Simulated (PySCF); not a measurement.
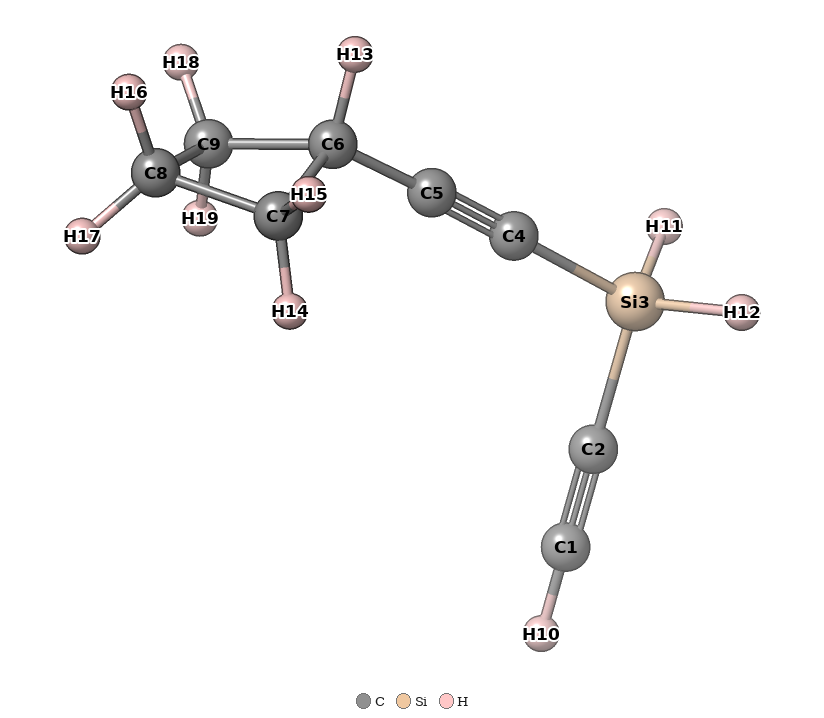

Atoms fade into the background with distance from the viewer. The computed structure is the end point of a PBE0-D3(BJ)/def2-SVP optimisation. No frequency run is at hand to confirm it as a minimum.

Question: What is the conformation of the ring C6–C7–C8–C9?

Answer: It is puckered (butterfly). The Cremer–Pople amplitude Q is 0.26 Å.

Question: Give the torsion angles round the ring, beginning with the bond from its second to its third atom.

Answer: 19°, −19°, 19°, −19°.
